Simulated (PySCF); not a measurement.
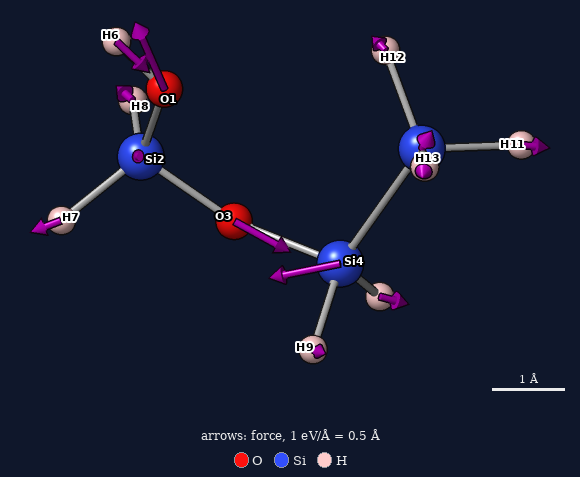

Starting geometry of Si3H8O2 with the computed forces as purple arrows. A ball-and-stick model, seen at a tilt.

The start comes from GFN2-xTB. Its atoms were then displaced at random by about 0.01 Å.

Theory: PBE0-D3(BJ)/def2-SVP geometry optimisation, gas phase (PySCF 2.14.0, density-fitted response routines). 

**Is this structure relaxed? If not, where do the atoms go?**

It isn't relaxed: the largest force vector, on an O atom, is 2.64 eV/Å. The final displacements have little in common with the starting forces (cosine between the two patterns 0.02). Over 15 geometry steps the energy falls by 11.0 kcal/mol. The largest move after the best rigid fit is that of an H atom, 0.94 Å. By element the largest moves are H 0.94 Å, O 0.34 Å, Si 0.21 Å. Some distances before and after: Si–Si 2.272 → 2.350 Å, O–Si 1.595 → 1.643 Å, H–Si 1.455 → 1.500 Å, O–Si 1.623 → 1.664 Å. Among the angles between lasting bonds that change: Si–O–Si 151.5° → 139.9°, O–Si–H 99.7° → 107.8°, Si–Si–H 117.9° → 110.0°. Groups turn about Si–Si by about 40°. Cost: 89 s on 1 thread of Arm Neoverse V1, with other jobs on the host.
